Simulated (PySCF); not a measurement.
Vertical excitations of a molecule C2H5FO2Si from TDDFT-LC-ωPBE/def2-SVPD (PySCF), as energy in eV (oscillator strength): 5.75 (0.001), 8.28 (0.087), 8.34 (0.016), 8.99 (0.014), 9.06 (0.048), 9.40 (0.058), 9.64 (0.071), 9.81 (0.083), 9.97 (0.102), 10.00 (0.029). Lowest triplet (TDA): 5.16 eV. Geometry optimised at B3LYP-D3(BJ)/def2-SVP. Other conformers were not sampled.

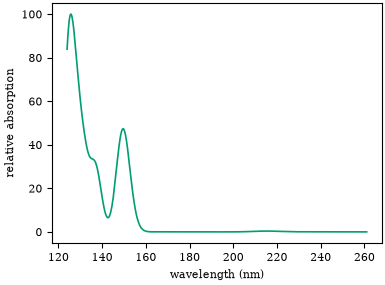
*The lines broadened by 0.4 eV.*

Identify the compound among the candidates.
(A) FC1([SiH3])OCO1
(B) COC(=O)[SiH2]F
(C) O[SiH](O)/C=C/F
(D) C[Si@H](F)OC=O

D, C[Si@H](F)OC=O
